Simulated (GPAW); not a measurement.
# TiO2 (Anatase): one start, several treatments of the self-energy

How much does the gap of TiO2 (Anatase) depend on the approximation to the self-energy?

Main program and level: GPAW 26.7.0; LDA and many-body steps on it, plane waves.

**The experiments to reproduce.**

- Gap 3.15 eV: indirect optical gap from Tauc plot; UV-Vis absorption, Tauc plot; 300 K; film (hydrothermal mesoporous TiO2 film, mainly anatase) (“Preparation of Carbon Nanotube/TiO2 Mesoporous Hybrid Photoanode with Iron Pyrite (FeS2) Thin Films Counter Electrodes for Dye-Sensitized Solar Cell”, 2016, pmc:4886676).

- Gap 3.3 eV: optical gap from absorption; UV-vis absorption; film (pristine sol-gel film on ITO) (“Hydrogen induced interface engineering in Fe2O3–TiO2 heterostructures for efficient charge separation for solar-driven water oxidation in photoelectrochemical cells”, 2021, pmc:8694353).

- Gap 3.98 eV: direct quasiparticle gap around Gamma; experiment quoted from earlier work; bulk crystal (anatase, value from earlier experiment) (quoted in “Giant exciton Mott density in anatase TiO2”, 2020, arxiv:2007.10051).

- Gap 3.17 eV: gap from valence band edge and flat band potential; valence-band XPS and Mott-Schottky plots; film (“Enhancement of Titania Photoanode Performance by Sandwiching Copper between Two Titania Layers”, 2020, pmc:7579609).

- Gap 3.87 eV: direct optical gap from Tauc plot; UV-vis absorption, Tauc plot; film (thin TiO2 layer grown by atomic layer deposition) (“Development of 2-in-1 Sensors for the Safety Assessment of Lithium-Ion Batteries via Early Detection of Vapors Produced by Electrolyte Solvents”, 2023, pmc:10251352).

This is a selection; 13 further reports are not listed.

## (1) Starting point

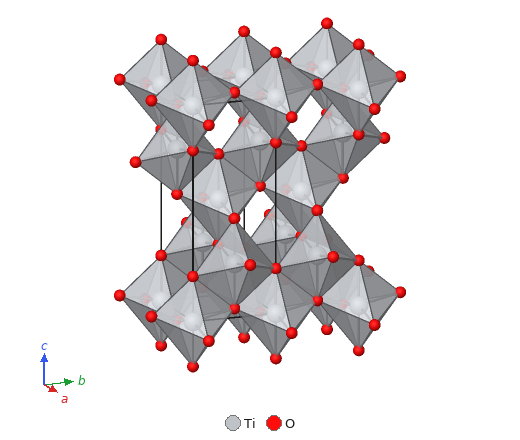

Start, viewed slightly off an axis; titanium light grey, oxygen red. 1×2×1 cells are drawn. This picture shows the conventional cell, with its axes. Some periodic images of atoms are drawn too.

Structure file:

```cif
data_structure
_symmetry_space_group_name_H-M 'I4_1/amd:1'
_symmetry_Int_Tables_number 141
_cell_length_a 3.7842
_cell_length_b 3.7842
_cell_length_c 9.5146
_cell_angle_alpha 90.000
_cell_angle_beta 90.000
_cell_angle_gamma 90.000
_cell_volume 136.25
loop_
_atom_site_label
_atom_site_type_symbol
_atom_site_symmetry_multiplicity
_atom_site_Wyckoff_symbol
_atom_site_fract_x
_atom_site_fract_y
_atom_site_fract_z
_atom_site_occupancy
Ti1 Ti 4 a 0.00000 0.00000 0.00000 1
O1 O 8 e 0.00000 0.00000 0.20810 1
```

The cell and positions come from the Crystallography Open Database and are kept as given unless a step says otherwise.

## (2) Empty states on the mesh, 6×6×6 mesh, 239 bands

This step: GPAW 26.7.0; DFT, LDA, plane waves, PAW.

The sums over transitions need many empty states on a uniform mesh; this step solves for them.

File run.py:

```python
import json
import numpy as np
from gpaw.mpi import world
from gpaw import GPAW

calc = GPAW('gs.gpw').fixed_density(kpts={'size': (6, 6, 6), 'gamma': True},
    parallel={'domain': 1, 'band': 1},
    txt='nscf.txt')
calc.diagonalize_full_hamiltonian(nbands=239)
calc.write('full.gpw', mode='all')
res = {}
kpts = calc.get_ibz_k_points()
res['kpts'] = kpts
res['eigenvalues'] = [calc.get_eigenvalues(kpt=k) for k in range(len(kpts))]
res['n_electrons'] = calc.get_number_of_electrons()

if world.rank == 0:
    with open('result.json', 'w') as f:
        json.dump(res, f, default=lambda x: x.tolist())
```

Started as:

```console
$ mpirun -n 8 gpaw python run.py
```

Numbers of over 12 decimals in the logs are rounded to 6 here.

Output:

```text
Diagonalizing LCAO Hamiltonian
Converting LCAO to pw mode
convergence criteria:
- Maximum integral of absolute [eigenst]ate change: 4e-08 eV^2 / valence electron
maximum number of iterations: 100

SCF iterations
|iter     |     time |      energy | eigst |  dens |
|iter:   1|  |             | +0.21 |       |
|iter:   2|  |             | -1.70 |       |
|iter:   3|  |             | -2.86 |       |
[...]
|iter:   8|  |             | -6.94 |       |
|iter:   9|  |             | -7.31 |       |
|iter:  10|  |             | -7.63c|       |
SCF steps: 10
  __  _  _
 | _ |_)|_||  |
 |__||  | ||/\| - 26.7.0

Input parameters:
  mode=PW(ecut=600.0),
  convergence={'density': 1e-06, 'bands': -3},
  gpts=array([32, 32, 32]),
  kpts=MonkhorstPack(size=(6, 6, 6), gamma=True),
  maxiter=100,
  nbands=33,
  occupations=Occupations(name='fermi-dirac', width=0.001, fixmagmom=False),
  parallel={'domain': 1, 'band': 1},
  xc=XC(name='LDA')
Matrix size: 2299x2299
# Writing to full.gpw (mode='all')
  [... matrices ...]

timing:  # [seconds]
  Total: 47.846  # ━━━━━━━━━━━━━━━━━━━━━━━━━━━━━━━━━━━━━━━━━━━━━━━━━━━━━━━━━━
```

Wall time 57 s (8 MPI ranks of Arm Neoverse V2, shared host); peak memory 5.3 GiB; 7.6 min of CPU time.

Numbers from this step:

```yaml
gap: 2.069 eV
k_of_the_valence_top: 0.5, 0.5, 0
k_of_the_conduction_bottom: 0, 0, 0
least_direct_gap: 2.388 eV
k_points_computed: 30
lowest_point_of_the_top_converged_band_above_the_valence_top: 113.9824 eV
```

On this mesh the gap is 2.069 eV.

## (3) G0W0, Godby-Needs plasmon pole

Now the one-shot GW correction: screening in the RPA, then the self-energy of the levels asked for.

This step: G0W0 on LDA, plane waves, PAW.

File run.py:

```python
import json
import numpy as np
from gpaw.mpi import world
from gpaw.response.g0w0 import G0W0

gw = G0W0('full.gpw',
    filename='gw',
    kpts=[0, 14, 26],
    bands=(22, 26),
    ecut=78,
    nbands=106,
    integrate_gamma='WS',
    ppa=True)
gw.calculate()
res = {mode: {k: v for k, v in r.items() if k != 'sigma_eskwn'}
       for mode, r in gw.all_results.items()}

if world.rank == 0:
    with open('result.json', 'w') as f:
        json.dump(res, f, default=lambda x: x.tolist())
```

Started as:

```console
$ mpirun -n 8 gpaw python run.py
```

Output:

```text
Using integrator: PointIntegrator
FrequencyGridDescriptor(from 0.000+0.000j to 0.000+27.211j eV, 2 points)
Nonperiodic BCs:  [False False False]
Using integrator: PointIntegrator
FrequencyGridDescriptor(from 0.000+0.000j to 0.000+27.211j eV, 2 points)
Nonperiodic BCs:  [False False False]
  ___  _ _ _
 |   || | | |
 | | || | | |
 |__ ||_____|
 |___|

BZ k-points: Symmetries present (total): 8

  [... matrices ...]
216 k-points: 6 x 6 x 6 Monkhorst-Pack grid + [1/12,1/12,1/12]
30 k-points in the irreducible part of the Brillouin zone
       k-points in crystal coordinates                weights
   0:     0.00000000    0.00000000    0.00000000          1/216
   1:     0.16666667   -0.16666667    0.00000000          4/216
   2:     0.16666667   -0.16666667    0.16666667          4/216
   3:     0.16666667    0.00000000    0.00000000          8/216
   4:     0.16666667    0.16666667   -0.16666667          2/216
   5:     0.33333333   -0.33333333    0.00000000          4/216
   6:     0.33333333   -0.33333333    0.16666667          8/216
   7:     0.33333333   -0.33333333    0.33333333          4/216
   8:     0.33333333   -0.16666667    0.00000000         16/216
   9:     0.33333333   -0.16666667    0.16666667          8/216
          ...
  29:     0.50000000    0.50000000    0.50000000          1/216

Distributing spins, k-points and bands (1 x 3 x 4) over 8 processes
Number of blocks: 1

Quasi particle states:
k-points (IBZ indices): [0, 14, 26]
Band range: (22, 26)
  [... matrices ...]
Computational parameters:
Plane wave cut-off: 78 eV
Number of bands: 106
Coulomb cutoff: None
Broadening: 0.1 eV

fxc modes: GW
Kernel: RPA
Using Godby-Needs plasmon-pole approximation:
  Fitting energy: i*E0, E0 = 1.000 Hartree
Summing all q:

Calculating screened Coulomb potential
No Coulomb truncation
FrequencyGridDescriptor(from 0.000+0.000j to 0.000+27.211j eV, 2 points)
Removing empty qpoint cache files...

Calculating chi0 body with:
    Ground state adapter containing:
    Number of spins: 1
    Number of kpoints: 216
    Number of irreducible kpoints: 30
    Number of completely occupied states: 24
    Number of partially occupied states: 24
    Occupied states memory: 12.0 M / cpu

    Linear response parametrization:
    q_c: [1.3877787807814457e-17, 1.3877787807814457e-17, 1.3877787807814457e-17]
    Number of frequency points: 2
    Planewave cutoff: 78.0
    Number of bands: 106
    Number of planewaves: 103
    Broadening (eta): 1e-06
    comm.size: 8
    kncomm.size: 8
    blockcomm.size: 1

    Memory estimate of potentially large arrays:
        chi0_wGG: 0.323761 M / cpu
Integrating chi0 body.

Symmetries of q_c:
    Direct symmetries (Uq -> q): 8
    Indirect symmetries (TUq -> q): 8
In total 16 allowed symmetries.

  [... matrices ...]
30 groups of equivalent kpoints. 86.111111% reduction.

Integral kind: response function
Integrating chi0 head and wings.

Symmetries of q_c:
    Direct symmetries (Uq -> q): 8
    Indirect symmetries (TUq -> q): 8
In total 16 allowed symmetries.

  [... matrices ...]
30 groups of equivalent kpoints. 86.111111% reduction.

Integral kind: response function wings

Calculating chi0 body with:
    Ground state adapter containing:
    Number of spins: 1
    Number of kpoints: 216
    Number of irreducible kpoints: 30
    Number of completely occupied states: 24
    Number of partially occupied states: 24
[... the further q-points ...]

Results:
f:      Occupation numbers
eps:     KS-eigenvalues [eV]
vxc:     KS vxc [eV]
exx:     Exact exchange [eV]
sigma:   Self-energies [eV]
dsigma:  Self-energy derivatives
Z:       Renormalization factors
qp:      QP-energies [eV]

k-point 0 (0): (0.000, 0.000, 0.000)                GW
band       f     eps     vxc     exx   sigma  dsigma       Z      qp
                                                                   GW
  22   1.000   3.269 -20.473 -25.149   4.880  -0.323   0.756   3.423
  23   1.000   3.269 -20.473 -25.149   4.880  -0.323   0.756   3.423
  24   0.000   5.783 -21.088 -13.060  -5.293  -0.287   0.777   7.908
  25   0.000   6.555 -22.466 -13.432  -6.007  -0.311   0.763   8.863

k-point 1 (14): (0.333, 0.333, -0.333)                GW
band       f     eps     vxc     exx   sigma  dsigma       Z      qp
                                                                   GW
  22   1.000   3.578 -21.465 -25.938   4.801  -0.316   0.760   3.827
  23   1.000   3.578 -21.465 -25.938   4.801  -0.316   0.760   3.827
[...]
k-point 2 (26): (0.500, 0.500, 0.000)                GW
band       f     eps     vxc     exx   sigma  dsigma       Z      qp
                                                                   GW
[...]
23   1.000   3.714 -21.090 -25.671   4.881  -0.320   0.757   3.941
  24   0.000   7.063 -23.044 -13.873  -6.086  -0.323   0.756   9.395
  25   0.000   7.063 -23.044 -13.873  -6.086  -0.323   0.756   9.395
```

Elapsed: 5.7 min, on 8 MPI ranks; peak memory 5.5 GiB.

Numbers from this step:

| Property | Result |
| --- | --- |
| G0W0 gap on the points computed | 3.967 eV |
| least direct G0W0 gap on the computed points | 4.308 eV |
| Z at the valence top | 0.7574 |
| Z at the conduction bottom | 0.7769 |
| starting gap on the mesh | 2.069 eV |
| k of the valence top | 0.5, 0.5, 0 |
| k of the conduction bottom | 0, 0, 0 |

The gap on the mesh goes from 2.07 eV to 3.97 eV, a correction of +1.90 eV.

## (4) One-shot HSE06

This step: one-shot HSE06 levels on LDA orbitals, plane waves, PAW.

File run.py:

```python
import json
import numpy as np
from gpaw.mpi import world
from gpaw.hybrids.eigenvalues import non_self_consistent_eigenvalues

dft, vxc, vxc_hyb = non_self_consistent_eigenvalues('full.gpw', 'HSE06', 22, 26, kpt_indices=[0, 14, 26])
res = {'dft': dft[0], 'hybrid': (dft - vxc + vxc_hyb)[0]}
if world.rank == 0:
    with open('hybrid.txt', 'w') as f:
        for k, e0, e1 in zip([0, 14, 26], res['dft'], res['hybrid']):
            print(k, ' '.join(f'{x:9.4f}' for x in e0), '|', ' '.join(f'{x:9.4f}' for x in e1), file=f)

if world.rank == 0:
    with open('result.json', 'w') as f:
        json.dump(res, f, default=lambda x: x.tolist())
```

Started as:

```console
$ mpirun -n 8 gpaw python run.py
```

Output:

```text
IBZ(<points: 30, symmetries: 8>)
Occupied bands: 24
Transforming wave functions from IBZ to BZ: 0.085 seconds
Distributing wave functions and iFFT-ing to real space: 0.633 seconds
Calculating eigenvalues:
  k-points: 3
  Bands: 22-25 (inclusive)
  Seconds: 4.589 (wave-function broadcasting: 0.014 seconds)
HSE06-eigenvalue shifts:
  min: -1.035 eV
  ave: 0.359 eV
  max: 1.810 eV
```

Run time: 7.9 s. Hardware: 8 MPI ranks; peak memory 4.4 GiB.

This step gave:

```
starting gap on the mesh                       : 2.069 eV
hybrid gap on the mesh                         : 4.675 eV
least direct hybrid gap on the computed points : 5.030 eV
```

## (5) G0W0, extrapolated in the cutoff

This step: G0W0 on LDA, plane waves, PAW.

File run.py:

```python
import json
import numpy as np
from gpaw.mpi import world
from gpaw.response.g0w0 import G0W0

gw = G0W0('full.gpw',
    filename='gw',
    kpts=[0, 14, 26],
    bands=(22, 26),
    ecut=130.0,
    integrate_gamma='WS',
    ppa=True,
    ecut_extrapolation=True)
gw.calculate()
res = {mode: {k: v for k, v in r.items() if k != 'sigma_eskwn'}
       for mode, r in gw.all_results.items()}

if world.rank == 0:
    with open('result.json', 'w') as f:
        json.dump(res, f, default=lambda x: x.tolist())
```

Started as:

```console
$ mpirun -n 8 gpaw python run.py
```

Output:

```text
Using integrator: PointIntegrator
FrequencyGridDescriptor(from 0.000+0.000j to 0.000+27.211j eV, 2 points)
Nonperiodic BCs:  [False False False]
Using integrator: PointIntegrator
FrequencyGridDescriptor(from 0.000+0.000j to 0.000+27.211j eV, 2 points)
Nonperiodic BCs:  [False False False]
  ___  _ _ _
 |   || | | |
 | | || | | |
 |__ ||_____|
 |___|

BZ k-points: Symmetries present (total): 8

  [... matrices ...]
216 k-points: 6 x 6 x 6 Monkhorst-Pack grid + [1/12,1/12,1/12]
30 k-points in the irreducible part of the Brillouin zone
       k-points in crystal coordinates                weights
   0:     0.00000000    0.00000000    0.00000000          1/216
   1:     0.16666667   -0.16666667    0.00000000          4/216
   2:     0.16666667   -0.16666667    0.16666667          4/216
[...]
9:     0.33333333   -0.16666667    0.16666667          8/216
          ...
  29:     0.50000000    0.50000000    0.50000000          1/216

Distributing spins, k-points and bands (1 x 3 x 4) over 8 processes
Number of blocks: 1

Quasi particle states:
k-points (IBZ indices): [0, 14, 26]
Band range: (22, 26)
  [... matrices ...]
Computational parameters:
Extrapolating to infinite plane wave cut-off using points at:
  112.031 eV
  120.183 eV
  130.000 eV
Number of bands: 229
Coulomb cutoff: None
Broadening: 0.1 eV

fxc modes: GW
Kernel: RPA
Using Godby-Needs plasmon-pole approximation:
  Fitting energy: i*E0, E0 = 1.000 Hartree
Summing all q:

Calculating screened Coulomb potential
No Coulomb truncation
FrequencyGridDescriptor(from 0.000+0.000j to 0.000+27.211j eV, 2 points)
Removing empty qpoint cache files...

Calculating chi0 body with:
    Ground state adapter containing:
    Number of spins: 1
    Number of kpoints: 216
    Number of irreducible kpoints: 30
[...]
In total 16 allowed symmetries.

  [... matrices ...]
30 groups of equivalent kpoints. 86.111111% reduction.

Integral kind: response function
Integrating chi0 head and wings.

Symmetries of q_c:
    Direct symmetries (Uq -> q): 8
    Indirect symmetries (TUq -> q): 8
In total 16 allowed symmetries.

  [... matrices ...]
30 groups of equivalent kpoints. 86.111111% reduction.

Integral kind: response function wings

Calculating chi0 body with:
    Ground state adapter containing:
    Number of spins: 1
    Number of kpoints: 216
    Number of irreducible kpoints: 30
    Number of completely occupied states: 24
    Number of partially occupied states: 24
[... the further q-points ...]
Extrapolating selfenergy to infinite energy cutoff:
  Performing linear fit to 3 points
  Warning: Bad quality of linear fit for some (n,k).
           Higher cutoff might be necessary.
  Minimum R^2 = 0.6149. (R^2 Should be close to 1)
  [... matrices ...]
Results:
f:      Occupation numbers
eps:     KS-eigenvalues [eV]
vxc:     KS vxc [eV]
exx:     Exact exchange [eV]
sigma:   Self-energies [eV]
dsigma:  Self-energy derivatives
Z:       Renormalization factors
qp:      QP-energies [eV]

k-point 0 (0): (0.000, 0.000, 0.000)                GW
band       f     eps     vxc     exx   sigma  dsigma       Z      qp
                                                                   GW
  22   1.000   3.269 -20.473 -25.149   4.184  -0.342   0.745   2.902
  23   1.000   3.269 -20.473 -25.149   4.184  -0.342   0.745   2.902
  24   0.000   5.783 -21.088 -13.060  -5.752  -0.295   0.772   7.540
[...]
k-point 1 (14): (0.333, 0.333, -0.333)                GW
band       f     eps     vxc     exx   sigma  dsigma       Z      qp
                                                                   GW
[...]
k-point 2 (26): (0.500, 0.500, 0.000)                GW
band       f     eps     vxc     exx   sigma  dsigma       Z      qp
                                                                   GW
[...]
24   0.000   7.063 -23.044 -13.873  -6.594  -0.331   0.751   8.999
  25   0.000   7.063 -23.044 -13.873  -6.594  -0.331   0.751   8.999
```

Run time: 22 min. Hardware: 8 MPI ranks; peak memory 5.5 GiB; 2.9 h of CPU time.

This step gave:

```
quasiparticle gap on the points computed              : 4.158 eV
least direct quasiparticle gap on the computed points : 4.514 eV
Z at the valence top                                  : 0.7474
Z at the conduction bottom                            : 0.7721
starting gap on the mesh                              : 2.069 eV
k of the valence top                                  : 0.5, 0.5, 0
k of the conduction bottom                            : 0, 0, 0
gaps at the cutoffs of the extrapolation              : 3.976, 3.993, 4.013 eV
```

Against G0W0 in GPAW (6×6×6 mesh, 106 bands, screening to 78 eV, Godby-Needs plasmon pole), the gap moves by +0.191 eV.

(Part 1 of 2 ends here.)

[Paths, hosts, dates, memory and timing lines, banners, echoed tables and standing remarks are left out of the program output.]

[Logs are printed without paths, hosts, clocks, repeated set-up lines and the standing remarks that a program may print on its own settings, such as how far it seeks lower states.]

[Runs of the session that timed out or met a known fault of the program may be left out.]

[Hosts, paths, dates, database ids (printed as entryN), source tags and the programs' standing remarks are cut or masked in the printed files.]
